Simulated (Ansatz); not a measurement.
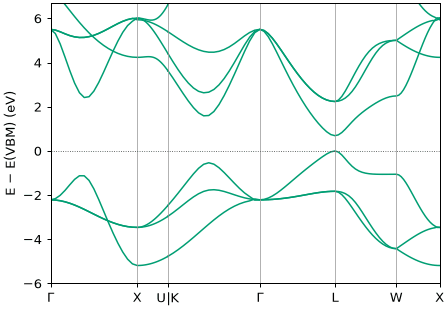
Figure. Band structure from DFT-r²SCAN in the program Ansatz with PAW potentials

Question: Read off the gap and where the band edges lie.

Answer: About 0.7 eV (0.69 eV by a search for the band edges); maximum at L, minimum at L.

Question: Which of these materials gives this?
A. SrTe, rock salt
B. PbS, rock salt
C. BeTe, zinc blende
D. CuI, zinc blende

Answer: B, PbS, rock salt

Space group Fm-3m (rock salt). The r²SCAN relaxation kept the symmetry of its start. The volume moved by -28 % from the start of the relaxation. Spin–orbit coupling is left out wherever it is not named.

Potentials: the later of the program's two PAW sets.
